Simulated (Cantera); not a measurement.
Feed: 1 mol Si, 0.63 mol Br₂, at 0.100 bar.

Cantera equilibrium calculation (NASA polynomials, part measured and part estimated; ideal gas, pure solids and liquids). Candidate condensed phases: Br₂, Si; 9 gas species. The tables' values for SiBr₃ are old estimates; treat these amounts as uncertain. The numbers say what is thermodynamically allowed, not how fast it happens.

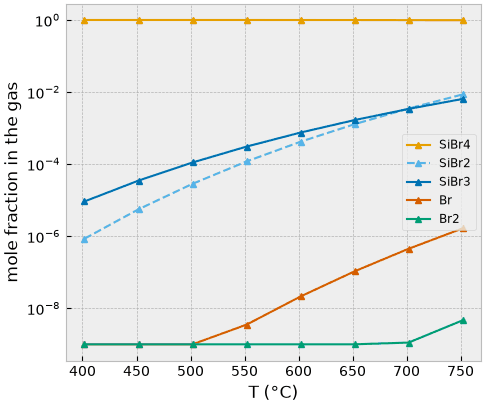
Fig. 1. Equilibrium gas composition (values under 1e-9 drawn at 1e-9)

From 402 °C to 752 °C the condensed part is Si(s). The main Si-bearing gas is SiBr₄ throughout.
